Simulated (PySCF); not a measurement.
**C4H3FN−: NMR shifts at several levels of theory**

How much do the NMR shifts of C4H3FN− (`Fc1ccc[n-]1`) depend on the level of theory, and what does each level cost?

The runs use PySCF 2.14.0, with density-fitted response routines of our own; the level of theory stands in each step. All values are computed, except where a source is named. Atoms count from 0, in the outputs and in this text.

## (1) The molecule as given

9 atoms, charge -1, multiplicity 1; geometry from: GFN2-xTB.

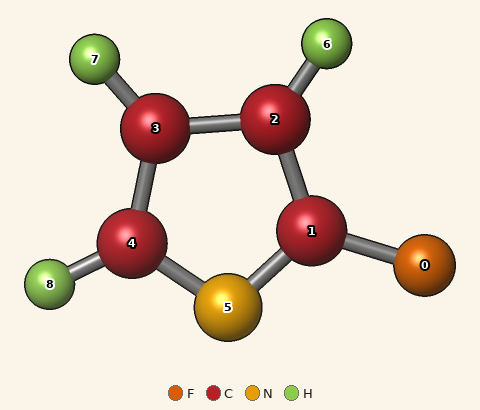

As it starts; fluorine orange, carbon red, nitrogen amber, hydrogen green, atoms numbered.

## (2) Optimising the geometry at PBE0-D3(BJ)/def2-SVP

What the job is given:

```
{"job": {"xc": "PBE0", "basis": "def2-SVP", "d3": "d3bj", "grid": 1, "kind": "geom"}, "charge": -1, "multiplicity": 1}
F      2.520466    -0.273572     0.257737
C      1.142712    -0.222781     0.133592
C      0.412923     0.913403    -0.141040
C     -0.917916     0.456067    -0.164860
C     -0.857552    -0.898412     0.095880
N      0.412352    -1.328736     0.282000
H      0.782070     1.914387    -0.300042
H     -1.804781     1.048183    -0.349255
H     -1.676713    -1.602546     0.160809
```

What it wrote:

```text
step   0  E = -308.26405599  max force = 0.017989
step   1  E = -308.26572349  max force = 0.003428
step   2  E = -308.26574638  max force = 0.001048
step   3  E = -308.26574613  max force = 0.000785
step   4  E = -308.26574873  max force = 0.000307
optimisation converged
```

Run time: 16 s. Hardware: 1 thread, shared host.

Step by step:

```tsv
step	energy from step 0 (eV)	largest force component (eV/Å)
0	0.0000	0.9250
1	-0.0454	0.1763
2	-0.0460	0.0539
3	-0.0460	0.0404
4	-0.0461	0.0158
```

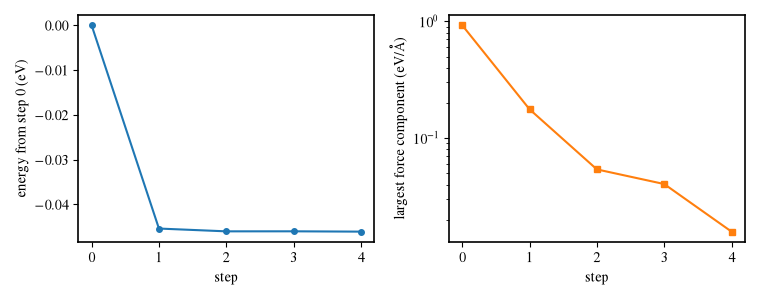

Energy and force, step by step.

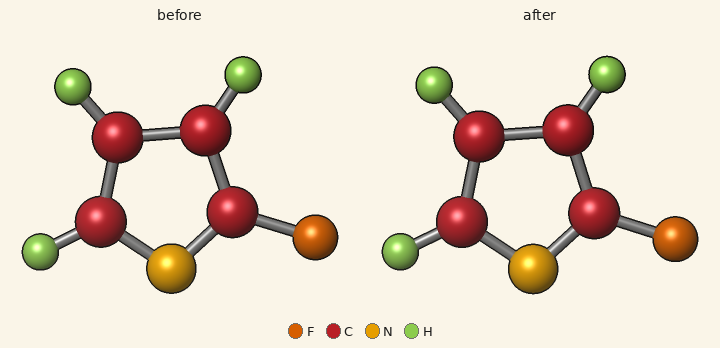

The geometry before (left) and after (right).

Close pairs (by a distance rule), those that changed most:

```tsv
bond	before (Å)	after (Å)	change (Å)
F0–C1	1.384	1.361	-0.023
C1–C2	1.378	1.396	+0.018
C3–C4	1.381	1.398	+0.017
C2–C3	1.407	1.425	+0.017
C4–H8	1.082	1.096	+0.014
C2–H6	1.079	1.091	+0.013
C3–H7	1.082	1.094	+0.012
C4–N5	1.354	1.365	+0.011
```

The next job starts from the end point, and lists it.

```tsv
at the end point	value
point group (found at 0.08 Å tolerance)	Cs
rotational constants (GHz, main isotopes)	9.288, 3.630, 2.610
```

## (3) NMR shieldings: HF/pcSseg-2

What the job is given:

```
{"job": {"kind": "nmr", "xc": "HF", "basis": "pcSseg-2", "pop": false}, "charge": -1, "multiplicity": 1}
F      2.611079    -0.117822     0.117033
C      1.256426    -0.047577     0.000180
C      0.534836     1.114753    -0.275945
C     -0.816297     0.663485    -0.293682
C     -0.757498    -0.707730    -0.027403
N      0.523695    -1.140687     0.154517
H      0.924817     2.120987    -0.437713
H     -1.709980     1.267113    -0.477487
H     -1.596703    -1.409350     0.042091
```

Level: GIAO HF/pcSseg-2 NMR shielding, non-relativistic, gas phase.

What it wrote:

```text
final grid: 83544 points
cycle   1  E = -307.0982503824  dE =  1.534e+00  |g| = 5.864e-01  |ddm| = 2.391e+00
cycle   2  E = -307.1692773990  dE = -7.103e-02  |g| = 3.044e-01  |ddm| = 6.157e-01
cycle   3  E = -307.1849936279  dE = -1.572e-02  |g| = 7.148e-02  |ddm| = 2.000e-01
cycle   4  E = -307.1866313434  dE = -1.638e-03  |g| = 2.028e-02  |ddm| = 1.002e-01
cycle   5  E = -307.1867544499  dE = -1.231e-04  |g| = 6.687e-03  |ddm| = 2.766e-02
cycle   6  E = -307.1867734421  dE = -1.899e-05  |g| = 2.431e-03  |ddm| = 9.974e-03
cycle   7  E = -307.1867766151  dE = -3.173e-06  |g| = 1.003e-03  |ddm| = 4.324e-03
cycle   8  E = -307.1867772899  dE = -6.747e-07  |g| = 4.161e-04  |ddm| = 1.724e-03
cycle   9  E = -307.1867774275  dE = -1.376e-07  |g| = 1.240e-04  |ddm| = 1.019e-03
cycle  10  E = -307.1867774472  dE = -1.971e-08  |g| = 6.272e-05  |ddm| = 4.101e-04
cycle  11  E = -307.1867774500  dE = -2.872e-09  |g| = 1.702e-05  |ddm| = 1.543e-04
cycle  12  E = -307.1867774503  dE = -2.829e-10  |g| = 5.200e-06  |ddm| = 5.813e-05
converged SCF energy = -307.1867774503

GIAO shielding tensors (ppm)
atom      isotropic    diamagn.    paramagn.     s11        s22        s33       span
  0 F      355.474     470.056    -114.582    280.507    384.319    401.596    121.089
  1 C       24.208     249.061    -224.854    -60.990     65.592     68.022    129.012
  2 C      115.320     252.501    -137.181     60.433    115.419    170.107    109.674
  3 C       87.037     251.472    -164.434     -7.811    103.068    165.855    173.666
  4 C       68.759     249.055    -180.296    -22.440     86.416    142.302    164.742
  5 N       -0.714     325.172    -325.886   -200.269    -26.980    225.108    425.377
  6 H       26.756      33.147      -6.392     24.135     27.155     28.977      4.842
  7 H       25.967      33.779      -7.812     24.226     26.152     27.523      3.297
  8 H       25.559      33.078      -7.519     22.601     25.625     28.452      5.851
```

Run time: 14 s. Hardware: 1 thread, shared host.

Shifts follow as δ = σ(reference) − σ, with reference shieldings (ppm) from runs at the same level and on the same kind of geometry: 1H TMS 31.68, 13C TMS 191.5, 19F CFCl3 245.3, 15N NH3 260.7. The references are single molecules in the gas phase, so shifts against H2O, NH3, PH3, H3PO4 or CFCl3 are not on the usual liquid scales and can be off by tens of ppm.

```tsv
atoms	environment	σ (ppm)	δ (ppm)
C1	aromatic carbon bearing fluorine	24.2	167.3
C4	aromatic CH next to a ring nitrogen	68.8	122.7
C3	aromatic CH	87.0	104.4
C2	aromatic CH	115.3	76.2
H8	hydrogen on an aromatic CH next to a ring nitrogen	25.56	6.12
H7	hydrogen on an aromatic CH	25.97	5.71
H6	hydrogen on an aromatic CH	26.76	4.93
F0	aryl fluorine	355.5	-110.2
N5	pyridine-type nitrogen of an azole	-0.7	261.5
```

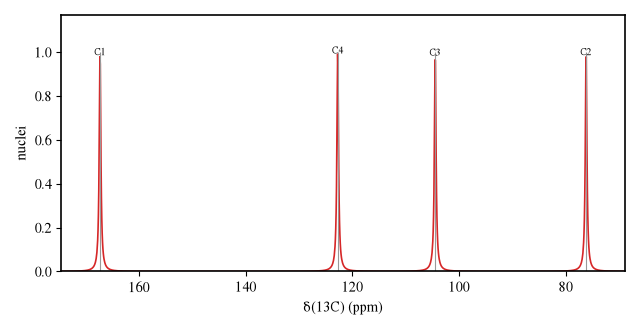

13C lines at the computed shifts, without couplings. Lines are broadened to a width of 0.36 ppm (Lorentzian).

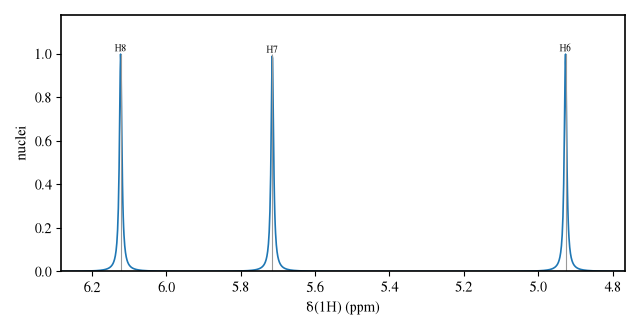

1H lines at the computed shifts, without couplings. Lines are broadened to a width of 0.01 ppm (Lorentzian).

## (4) Shielding tensors: LDA/pcSseg-2

Settings changed since step 3:

```diff
@@ -1,2 +1,2 @@
-{"job": {"kind": "nmr", "xc": "HF", "basis": "pcSseg-2", "pop": false}, "charge": -1, "multiplicity": 1}
+{"job": {"kind": "nmr", "xc": "LDA", "basis": "pcSseg-2", "pop": false}, "charge": -1, "multiplicity": 1}
 F      2.611079    -0.117822     0.117033
```

Method: GIAO LDA/pcSseg-2 NMR shielding, non-relativistic, gas phase.

What it wrote:

```text
coarse grid: 8352 points
cycle   1  E = -306.3494584403  dE =  8.474e-01  |g| = 7.559e-01  |ddm| = 2.746e+00
cycle   2  E = -305.9887496917  dE =  3.607e-01  |g| = 1.431e+00  |ddm| = 7.320e+00
cycle   3  E = -306.4871779534  dE = -4.984e-01  |g| = 2.335e-01  |ddm| = 6.612e+00
cycle   4  E = -306.4960182279  dE = -8.840e-03  |g| = 1.011e-01  |ddm| = 3.247e-01
cycle   5  E = -306.4978757155  dE = -1.857e-03  |g| = 4.090e-02  |ddm| = 1.254e-01
cycle   6  E = -306.4982613006  dE = -3.856e-04  |g| = 1.271e-02  |ddm| = 4.942e-02
cycle   7  E = -306.4982943410  dE = -3.304e-05  |g| = 2.454e-03  |ddm| = 1.099e-02
cycle   8  E = -306.4982955843  dE = -1.243e-06  |g| = 1.116e-03  |ddm| = 2.427e-03
final grid: 83544 points
cycle   9  E = -306.4967669791  dE = -6.899e-05  |g| = 4.560e-03  |ddm| = 6.184e-02
cycle  10  E = -306.4967510418  dE =  1.594e-05  |g| = 9.638e-03  |ddm| = 1.228e-02
cycle  11  E = -306.4967707816  dE = -1.974e-05  |g| = 1.200e-03  |ddm| = 1.014e-02
cycle  12  E = -306.4967710259  dE = -2.443e-07  |g| = 6.644e-04  |ddm| = 1.590e-03
cycle  13  E = -306.4967711192  dE = -9.335e-08  |g| = 1.903e-04  |ddm| = 6.866e-04
cycle  14  E = -306.4967711283  dE = -9.065e-09  |g| = 3.383e-05  |ddm| = 2.981e-04
cycle  15  E = -306.4967711284  dE = -1.352e-10  |g| = 2.223e-05  |ddm| = 3.533e-05
converged SCF energy = -306.4967711284

GIAO shielding tensors (ppm)
atom      isotropic    diamagn.    paramagn.     s11        s22        s33       span
  0 F      303.598     470.512    -166.914    212.806    341.480    356.506    143.700
  1 C        5.667     248.362    -242.695    -50.330     26.162     41.170     91.500
  2 C       99.356     254.394    -155.038     42.717     99.691    155.660    112.943
  3 C       74.590     251.681    -177.091    -11.407     88.937    146.241    157.648
  4 C       57.978     250.823    -192.845    -15.416     72.731    116.620    132.036
  5 N      -10.919     332.488    -343.407   -194.720    -37.105    199.068    393.788
  6 H       25.725      33.175      -7.449     24.339     26.005     26.832      2.493
  7 H       24.958      32.935      -7.978     24.002     25.032     25.839      1.837
  8 H       24.711      32.300      -7.588     22.240     24.601     27.293      5.053
```

It took 30 s on 1 thread, shared host.

This run: δ C1 174.6, C4 122.3, C3 105.7, C2 80.9, H8 6.06, H7 5.81 ppm.

## (5) NMR shieldings: PBE/pcSseg-2

Settings changed since step 4:

```diff
@@ -1,2 +1,2 @@
-{"job": {"kind": "nmr", "xc": "LDA", "basis": "pcSseg-2", "pop": false}, "charge": -1, "multiplicity": 1}
+{"job": {"kind": "nmr", "xc": "PBE", "basis": "pcSseg-2", "pop": false}, "charge": -1, "multiplicity": 1}
 F      2.611079    -0.117822     0.117033
```

Method: GIAO PBE/pcSseg-2 NMR shielding, non-relativistic, gas phase.

What it wrote:

```text
coarse grid: 8352 points
cycle   1  E = -308.4582597028  dE =  8.773e-01  |g| = 7.580e-01  |ddm| = 2.339e+00
cycle   2  E = -308.1053000194  dE =  3.530e-01  |g| = 1.417e+00  |ddm| = 8.782e+00
cycle   3  E = -308.5943270039  dE = -4.890e-01  |g| = 2.361e-01  |ddm| = 8.063e+00
cycle   4  E = -308.6036895853  dE = -9.363e-03  |g| = 1.015e-01  |ddm| = 3.489e-01
cycle   5  E = -308.6056301897  dE = -1.941e-03  |g| = 4.066e-02  |ddm| = 1.359e-01
cycle   6  E = -308.6060062416  dE = -3.761e-04  |g| = 1.255e-02  |ddm| = 4.949e-02
cycle   7  E = -308.6060395741  dE = -3.333e-05  |g| = 2.382e-03  |ddm| = 1.160e-02
cycle   8  E = -308.6060407613  dE = -1.187e-06  |g| = 1.028e-03  |ddm| = 2.511e-03
final grid: 83544 points
cycle   9  E = -308.6116681293  dE = -9.821e-05  |g| = 1.179e-02  |ddm| = 6.785e-02
cycle  10  E = -308.6115748922  dE =  9.324e-05  |g| = 2.369e-02  |ddm| = 4.803e-02
cycle  11  E = -308.6116984600  dE = -1.236e-04  |g| = 3.417e-03  |ddm| = 3.306e-02
cycle  12  E = -308.6117007972  dE = -2.337e-06  |g| = 1.067e-03  |ddm| = 3.761e-03
cycle  13  E = -308.6117010108  dE = -2.136e-07  |g| = 4.783e-04  |ddm| = 1.534e-03
cycle  14  E = -308.6117010610  dE = -5.021e-08  |g| = 6.432e-05  |ddm| = 6.999e-04
cycle  15  E = -308.6117010613  dE = -3.772e-10  |g| = 5.103e-05  |ddm| = 9.038e-05
cycle  16  E = -308.6117010620  dE = -6.440e-10  |g| = 7.180e-06  |ddm| = 4.385e-05
converged SCF energy = -308.6117010620

GIAO shielding tensors (ppm)
atom      isotropic    diamagn.    paramagn.     s11        s22        s33       span
  0 F      303.688     471.153    -167.465    211.527    339.486    360.051    148.524
  1 C        9.751     249.161    -239.411    -45.216     31.023     43.445     88.661
  2 C      102.616     255.376    -152.760     47.720    104.643    155.485    107.766
  3 C       78.297     252.885    -174.588     -5.213     94.006    146.099    151.312
  4 C       61.672     251.817    -190.145    -10.697     78.777    116.936    127.634
  5 N       -4.661     332.834    -337.496   -183.888    -30.225    200.129    384.017
  6 H       26.211      33.225      -7.014     24.863     26.425     27.345      2.482
  7 H       25.425      32.921      -7.496     24.509     25.383     26.384      1.876
  8 H       25.135      32.705      -7.570     22.791     24.950     27.663      4.872
```

Run time: 37 s. Hardware: 1 thread, shared host.

Key values: δ C1 169.6, C4 117.7, C3 101.1, C2 76.8, H8 6.04, H7 5.75 ppm.

## (6) Nuclear shieldings: BLYP/pcSseg-2

Settings changed since step 5:

```diff
@@ -1,2 +1,2 @@
-{"job": {"kind": "nmr", "xc": "PBE", "basis": "pcSseg-2", "pop": false}, "charge": -1, "multiplicity": 1}
+{"job": {"kind": "nmr", "xc": "BLYP", "basis": "pcSseg-2", "pop": false}, "charge": -1, "multiplicity": 1}
 F      2.611079    -0.117822     0.117033
```

Level: GIAO BLYP/pcSseg-2 NMR shielding, non-relativistic, gas phase.

What it wrote:

```text
coarse grid: 8352 points
cycle   1  E = -308.7096917095  dE =  8.794e-01  |g| = 8.014e-01  |ddm| = 2.310e+00
cycle   2  E = -308.2751615996  dE =  4.345e-01  |g| = 1.549e+00  |ddm| = 1.153e+01
cycle   3  E = -308.8542370693  dE = -5.791e-01  |g| = 2.653e-01  |ddm| = 1.084e+01
cycle   4  E = -308.8661756586  dE = -1.194e-02  |g| = 1.165e-01  |ddm| = 4.165e-01
cycle   5  E = -308.8688161449  dE = -2.640e-03  |g| = 4.310e-02  |ddm| = 1.465e-01
cycle   6  E = -308.8692266377  dE = -4.105e-04  |g| = 1.399e-02  |ddm| = 5.162e-02
cycle   7  E = -308.8692665429  dE = -3.991e-05  |g| = 2.577e-03  |ddm| = 1.264e-02
cycle   8  E = -308.8692679020  dE = -1.359e-06  |g| = 1.164e-03  |ddm| = 2.686e-03
final grid: 83544 points
cycle   9  E = -308.8796777696  dE = -8.043e-05  |g| = 8.960e-03  |ddm| = 7.787e-02
cycle  10  E = -308.8796207583  dE =  5.701e-05  |g| = 1.873e-02  |ddm| = 3.196e-02
cycle  11  E = -308.8796935379  dE = -7.278e-05  |g| = 2.269e-03  |ddm| = 2.394e-02
cycle  12  E = -308.8796945466  dE = -1.009e-06  |g| = 8.689e-04  |ddm| = 2.718e-03
cycle  13  E = -308.8796946866  dE = -1.400e-07  |g| = 3.957e-04  |ddm| = 1.207e-03
cycle  14  E = -308.8796947232  dE = -3.653e-08  |g| = 6.449e-05  |ddm| = 7.007e-04
cycle  15  E = -308.8796947235  dE = -3.133e-10  |g| = 5.031e-05  |ddm| = 7.776e-05
cycle  16  E = -308.8796947241  dE = -6.205e-10  |g| = 6.052e-06  |ddm| = 4.402e-05
converged SCF energy = -308.8796947241

GIAO shielding tensors (ppm)
atom      isotropic    diamagn.    paramagn.     s11        s22        s33       span
  0 F      304.634     472.494    -167.860    215.550    336.138    362.212    146.662
  1 C        3.384     247.719    -244.335    -53.212     26.841     36.523     89.736
  2 C       98.733     253.618    -154.885     42.159    103.089    150.950    108.791
  3 C       74.047     251.194    -177.147    -11.554     92.263    141.432    152.986
  4 C       56.764     250.054    -193.290    -17.118     75.905    111.504    128.621
  5 N      -11.576     332.745    -344.322   -191.207    -38.213    194.691    385.898
  6 H       26.413      33.524      -7.111     25.204     26.647     27.389      2.186
  7 H       25.647      33.185      -7.538     24.869     25.616     26.456      1.587
  8 H       25.336      32.828      -7.492     23.099     25.191     27.718      4.619
```

Run time: 38 s. Hardware: 1 thread, shared host.

This run: δ C1 171.6, C4 118.2, C3 101.0, C2 76.3, H8 6.04, H7 5.73 ppm.

## (7) NMR shieldings: BP86/pcSseg-2

Settings changed since step 6:

```diff
@@ -1,2 +1,2 @@
-{"job": {"kind": "nmr", "xc": "BLYP", "basis": "pcSseg-2", "pop": false}, "charge": -1, "multiplicity": 1}
+{"job": {"kind": "nmr", "xc": "BP86", "basis": "pcSseg-2", "pop": false}, "charge": -1, "multiplicity": 1}
 F      2.611079    -0.117822     0.117033
```

Method: GIAO BP86/pcSseg-2 NMR shielding, non-relativistic, gas phase.

What it wrote:

```text
coarse grid: 8352 points
cycle   1  E = -308.8105981082  dE =  8.746e-01  |g| = 7.612e-01  |ddm| = 2.331e+00
cycle   2  E = -308.4923132879  dE =  3.183e-01  |g| = 1.387e+00  |ddm| = 7.102e+00
cycle   3  E = -308.9474440847  dE = -4.551e-01  |g| = 2.268e-01  |ddm| = 6.387e+00
cycle   4  E = -308.9562752699  dE = -8.831e-03  |g| = 9.481e-02  |ddm| = 3.056e-01
cycle   5  E = -308.9579890442  dE = -1.714e-03  |g| = 3.703e-02  |ddm| = 1.254e-01
cycle   6  E = -308.9583036434  dE = -3.146e-04  |g| = 1.288e-02  |ddm| = 4.471e-02
cycle   7  E = -308.9583390100  dE = -3.537e-05  |g| = 2.529e-03  |ddm| = 1.159e-02
cycle   8  E = -308.9583402821  dE = -1.272e-06  |g| = 1.269e-03  |ddm| = 2.646e-03
final grid: 83544 points
cycle   9  E = -308.9631609523  dE = -9.309e-05  |g| = 5.143e-03  |ddm| = 7.413e-02
cycle  10  E = -308.9631430235  dE =  1.793e-05  |g| = 9.696e-03  |ddm| = 1.756e-02
cycle  11  E = -308.9631665486  dE = -2.353e-05  |g| = 1.878e-03  |ddm| = 1.283e-02
cycle  12  E = -308.9631673093  dE = -7.606e-07  |g| = 6.368e-04  |ddm| = 2.158e-03
cycle  13  E = -308.9631673833  dE = -7.404e-08  |g| = 3.080e-04  |ddm| = 7.132e-04
cycle  14  E = -308.9631674041  dE = -2.082e-08  |g| = 4.364e-05  |ddm| = 3.847e-04
cycle  15  E = -308.9631674043  dE = -2.118e-10  |g| = 3.149e-05  |ddm| = 5.042e-05
converged SCF energy = -308.9631674043

GIAO shielding tensors (ppm)
atom      isotropic    diamagn.    paramagn.     s11        s22        s33       span
  0 F      305.592     470.673    -165.081    215.132    341.264    360.381    145.248
  1 C        9.771     249.484    -239.712    -45.473     31.007     43.780     89.253
  2 C      102.234     254.401    -152.167     47.507    104.020    155.176    107.669
  3 C       77.996     252.025    -174.029     -5.288     93.168    146.108    151.396
  4 C       61.491     250.954    -189.463    -10.876     77.982    117.367    128.243
  5 N       -4.251     331.008    -335.259   -182.282    -30.679    200.208    382.490
  6 H       26.288      33.258      -6.970     24.932     26.530     27.403      2.470
  7 H       25.513      33.080      -7.568     24.594     25.509     26.435      1.841
  8 H       25.215      32.590      -7.375     22.873     25.068     27.705      4.833
```

It took 36 s on 1 thread, shared host.

In short: δ C1 169.4, C4 117.7, C3 101.2, C2 76.9, H8 6.02, H7 5.72 ppm.

## (8) Nuclear shieldings: OPBE/pcSseg-2

Settings changed since step 7:

```diff
@@ -1,2 +1,2 @@
-{"job": {"kind": "nmr", "xc": "BP86", "basis": "pcSseg-2", "pop": false}, "charge": -1, "multiplicity": 1}
+{"job": {"kind": "nmr", "xc": "OPBE", "basis": "pcSseg-2", "pop": false}, "charge": -1, "multiplicity": 1}
 F      2.611079    -0.117822     0.117033
```

Method: GIAO OPBE/pcSseg-2 NMR shielding, non-relativistic, gas phase.

What it wrote:

```text
coarse grid: 8352 points
cycle   1  E = -308.6813837902  dE =  8.809e-01  |g| = 7.366e-01  |ddm| = 2.361e+00
cycle   2  E = -308.3960726595  dE =  2.853e-01  |g| = 1.301e+00  |ddm| = 9.541e+00
cycle   3  E = -308.8095601635  dE = -4.135e-01  |g| = 2.204e-01  |ddm| = 8.795e+00
cycle   4  E = -308.8178254427  dE = -8.265e-03  |g| = 1.006e-01  |ddm| = 3.501e-01
cycle   5  E = -308.8198525599  dE = -2.027e-03  |g| = 3.885e-02  |ddm| = 1.594e-01
cycle   6  E = -308.8201928383  dE = -3.403e-04  |g| = 1.221e-02  |ddm| = 4.811e-02
cycle   7  E = -308.8202267350  dE = -3.390e-05  |g| = 2.614e-03  |ddm| = 1.261e-02
cycle   8  E = -308.8202277160  dE = -9.810e-07  |g| = 1.769e-03  |ddm| = 3.993e-03
final grid: 83544 points
cycle   9  E = -308.8104207934  dE = -2.651e-04  |g| = 1.366e-02  |ddm| = 1.127e-01
cycle  10  E = -308.8103702119  dE =  5.058e-05  |g| = 2.087e-02  |ddm| = 4.623e-02
cycle  11  E = -308.8104538882  dE = -8.368e-05  |g| = 2.697e-03  |ddm| = 2.683e-02
cycle  12  E = -308.8104554186  dE = -1.530e-06  |g| = 1.129e-03  |ddm| = 3.397e-03
cycle  13  E = -308.8104557292  dE = -3.106e-07  |g| = 3.420e-04  |ddm| = 1.187e-03
cycle  14  E = -308.8104557528  dE = -2.354e-08  |g| = 1.417e-04  |ddm| = 8.035e-04
cycle  15  E = -308.8104557570  dE = -4.180e-09  |g| = 4.191e-05  |ddm| = 1.877e-04
cycle  16  E = -308.8104557573  dE = -3.777e-10  |g| = 1.772e-05  |ddm| = 4.878e-05
converged SCF energy = -308.8104557573

GIAO shielding tensors (ppm)
atom      isotropic    diamagn.    paramagn.     s11        s22        s33       span
  0 F      306.941     471.167    -164.226    211.501    346.726    362.596    151.095
  1 C       22.230     251.629    -229.399    -29.485     40.812     55.362     84.846
  2 C      109.836     257.961    -148.126     58.775    110.053    160.679    101.904
  3 C       86.760     255.789    -169.029      8.081    100.352    151.848    143.768
  4 C       71.376     254.752    -183.376      1.896     88.011    124.223    122.327
  5 N       10.549     334.633    -324.084   -163.988    -12.777    208.411    372.399
  6 H       26.271      33.080      -6.809     24.728     26.354     27.732      3.004
  7 H       25.464      32.757      -7.294     24.373     25.292     26.726      2.353
  8 H       25.155      33.014      -7.860     22.760     24.830     27.874      5.114
```

Wall time 37 s (1 thread, shared host).

In short: δ C1 162.2, C4 113.0, C3 97.7, C2 74.6, H8 6.04, H7 5.74 ppm.

## (9) Comparing the runs: NMR shifts

Shifts (ppm) of some atoms, chosen among heavy atoms and hydrogens apart, with basis size and wall time:

```tsv
run	C1	C4	C3	H8	H6	F0	N5	functions	time
HF/pcSseg-2	167.3	122.7	104.4	6.12	4.93	-110.2	261.5	258	14 s
LDA/pcSseg-2	174.6	122.3	105.7	6.06	5.05	-165.4	277.6	258	30 s
PBE/pcSseg-2	169.6	117.7	101.1	6.04	4.97	-160.8	265.7	258	37 s
BLYP/pcSseg-2	171.6	118.2	101.0	6.04	4.96	-161.5	269.1	258	38 s
BP86/pcSseg-2	169.4	117.7	101.2	6.02	4.95	-161.6	263.5	258	36 s
OPBE/pcSseg-2	162.2	113.0	97.7	6.04	4.93	-151.8	252.3	258	37 s
```

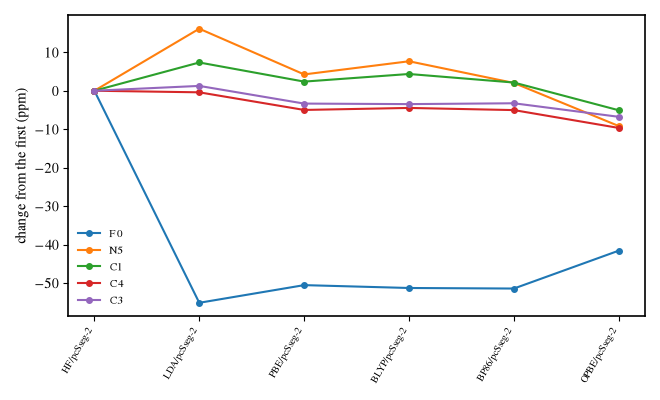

How five of the tabulated atoms move from run to run.

## (10) Outcome

| quantity | value |
| --- | --- |
| point group | Cs |
| rotational constants (main isotopes) | 9.29, 3.63, 2.61 GHz |
| 13C shifts against TMS (HF/pcSseg-2) | 167.3, 122.7, 104.4, 76.2 ppm |
| 1H shifts against TMS (HF/pcSseg-2) | 6.12, 5.71, 4.93 ppm |
| 19F shifts against CFCl3 (HF/pcSseg-2) | -110.2 ppm |
| 15N shifts against NH3 (HF/pcSseg-2) | 261.5 ppm |
| range of the shift of F0 | -165.4 to -110.2 ppm |

**Reading.** Single values in the summary come from the first run of each kind that ended normally (HF/pcSseg-2), which need not be the best level. Over 4 steps the energy fell by 0.046 eV; of the close pairs, F0–C1 changed most, 1.384 to 1.361 Å. At HF/pcSseg-2: The largest span, 425 ppm, is at N5, where the paramagnetic term is -326 ppm. Across the 6 runs the shift of F0 moves most, between -165.4 (LDA/pcSseg-2) and -110.2 ppm (HF/pcSseg-2).
